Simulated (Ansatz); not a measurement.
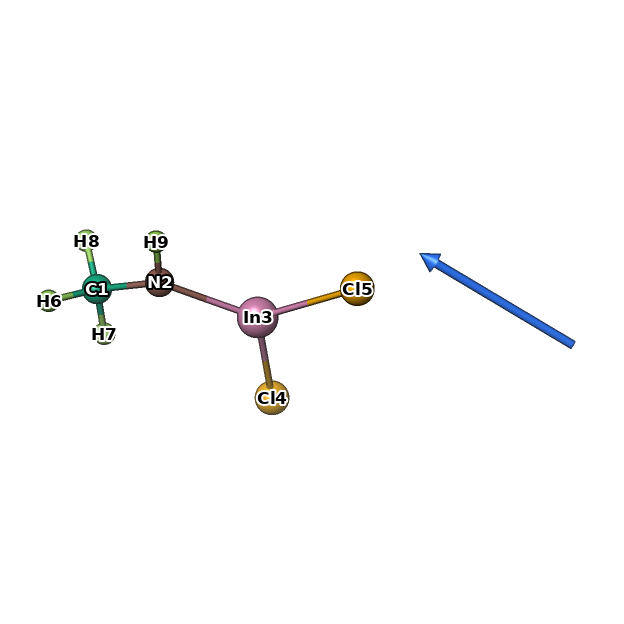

The arrow beside the molecule shows the direction of the dipole moment, from the negative to the positive end (its length means nothing). Computed geometry: PBE0-D4/def2-TZVP optimisation. Level of theory: RKS B3LYP-D4/def2-TZVPP, core potentials on In (Ansatz 0.2.0).

Estimate the dipole moment.

3.08 D; it points from the side of Cl4, Cl5 to the side of H6 (the outermost atoms at the two ends).
